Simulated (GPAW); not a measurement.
Band structure of BiSbPd2 (P-6m2, 4 atoms in the cell).

```yaml
crystal:
  lattice:
    - [4.13436, 0.00000, 0.00000]
    - [-2.06718, 3.58046, 0.00000]
    - [0.00000, 0.00000, 5.61679]
  atoms:
    - { symbol: Sb, position: [0.66667, 0.33333, 0.00000] }
    - { symbol: Bi, position: [0.00000, 0.00000, 0.50000] }
    - { symbol: Pd, position: [0.33333, 0.66667, 0.75651] }
    - { symbol: Pd, position: [0.33333, 0.66667, 0.24349] }
```

Level of theory: PBEsol, GPAW PAW datasets PBEsol (made by gpaw-setup) (plane waves; GPAW 25.7.0).

Settings: mode = pw; ecut = 600 eV; xc = PBEsol; kpts = 6 6 4; mesh shift (steps) = 0 0 0; occupations.name = fermi-dirac; occupations.width = 0.1 eV; nbands = -12; convergence.density = 1e-05 e/electron; symmetry.symmorphic = false; symmetry.tolerance = 0.0005; maxiter = 150; bandpath_npoints = 40.

The starting cell comes from a database of computed structures (which also holds hypothetical and non-ambient phases and stackings), without a prior relaxation at this level. Its lattice was rescaled by a random factor within 2.5 % of one. Spin-orbit coupling is off. Spin polarisation is off.

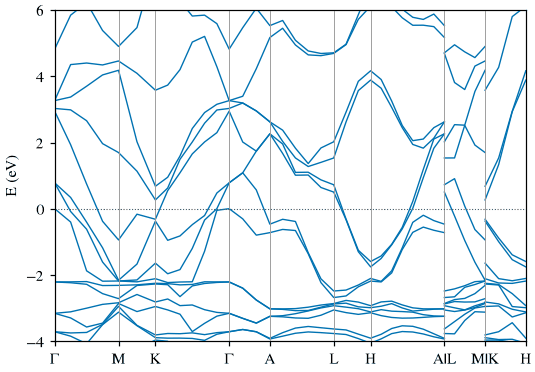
Figure. Bands along the path, energies from the Fermi level.

Levels in eV from the Fermi level, bands 28 to 35:
| point | 28 | 29 | 30 | 31 | 32 | 33 | 34 | 35 |
|---|---|---|---|---|---|---|---|---|
| Γ | -2.20 | 0.01 | 0.79 | 0.79 | 2.95 | 3.03 | 3.27 | 3.27 |
| M | -2.31 | -2.18 | -2.18 | -2.15 | -0.94 | 1.70 | 4.18 | 4.46 |
| K | -2.24 | -2.11 | -1.64 | -0.37 | -0.31 | 0.27 | 0.68 | 3.58 |
| A | -3.02 | -0.72 | -0.46 | 2.27 | 2.27 | 2.63 | 2.63 | 5.17 |
| L | -2.86 | -2.67 | -2.48 | 0.51 | 0.73 | 1.54 | 2.03 | 4.69 |
| H | -2.92 | -2.18 | -2.10 | -1.75 | -1.59 | 3.89 | 4.17 | 6.12 |

Bands cross the Fermi level along this path, so the cell is metallic at this level.
